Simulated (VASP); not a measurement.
Band structure of AlN (zinc blende). Method: PBEsol GGA, VASP's PBE PAW potentials (set 64) (plane waves; VASP).

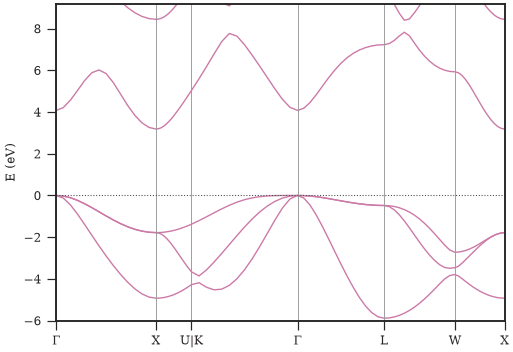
Bands along high-symmetry lines, zero at the valence-band maximum or, without a gap, the Fermi level

Problem. Read the plot: is there a gap, and where are the band edges?

Solution. The gap is indirect, 3.18 eV, from the valence maximum at Γ to the conduction minimum at X. (Edges off the drawn lines would not show.)

Measured: gap 5.34 eV (computed value off by -2.16 eV), as given by Daiki Deguchi et al., Japanese Journal of Applied Physics (2016), arXiv:1512.06930.

The compound is AlN in the zinc blende structure, a metastable form; wurtzite is the usual one. It was relaxed first.
